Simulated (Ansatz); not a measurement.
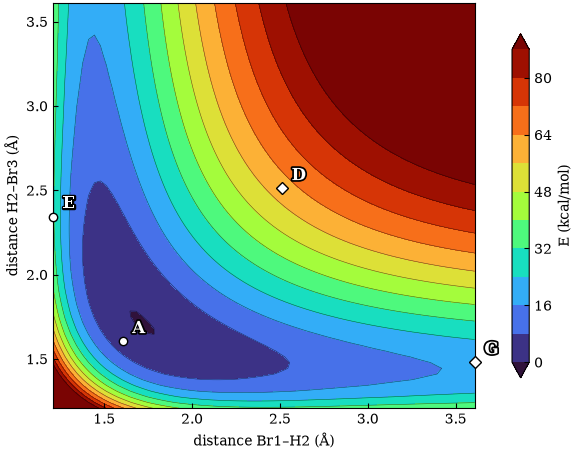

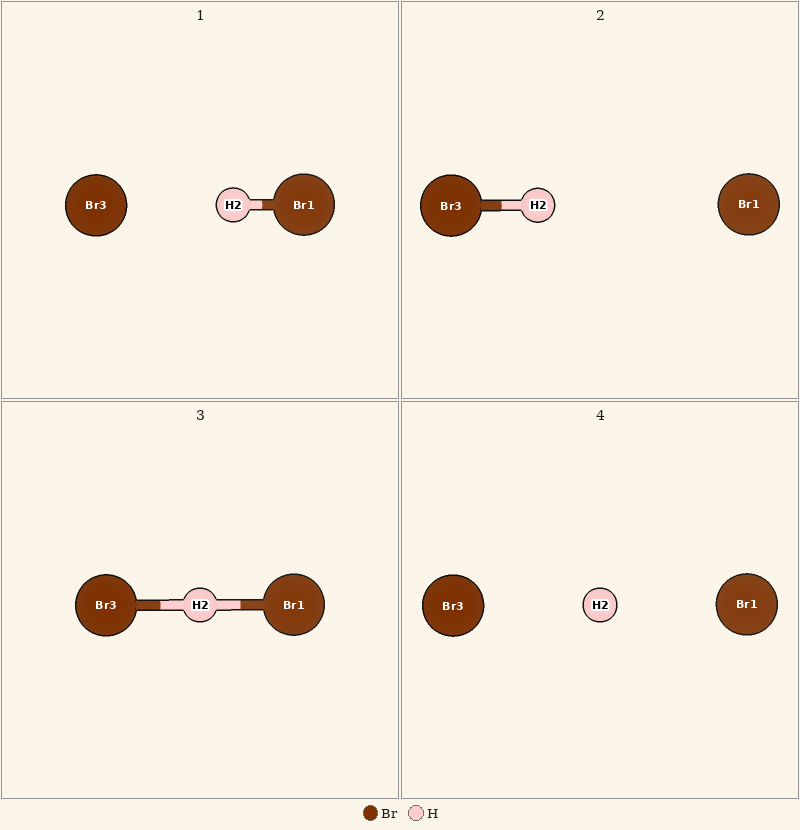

The system Br⁻ + HBr. The first coordinate is: distance Br1–H2; the second: distance H2–Br3. Nothing is relaxed (the angle Br1–H2–Br3 is fixed at 180 degrees). Grid: 17 × 17 points; 153 points were computed and 136 follow by symmetry. Points are written as (first, second). Energies: kcal/mol, counted from the lowest grid point. The reference is spin-restricted, so regions where a bond is pulled apart into radicals lie too high. Level of theory: RKS PBE0-D4/def2-SVPD (Ansatz 0.2.0).

In the figure: filled contours, one colour for all values above the top of the scale, lettered points. Between grid points the surface is interpolated. The numbered pictures are the structures at these points, in random order.

Question: Which structure belongs to which point?

Answer: A is structure 3: (1.604 Å, 1.604 Å), 3.8 kcal/mol; D is structure 4: (2.511 Å, 2.511 Å), 60 kcal/mol; E is structure 1: (1.208 Å, 2.344 Å), 33 kcal/mol; G is structure 2: (3.608 Å, 1.480 Å), 18 kcal/mol.
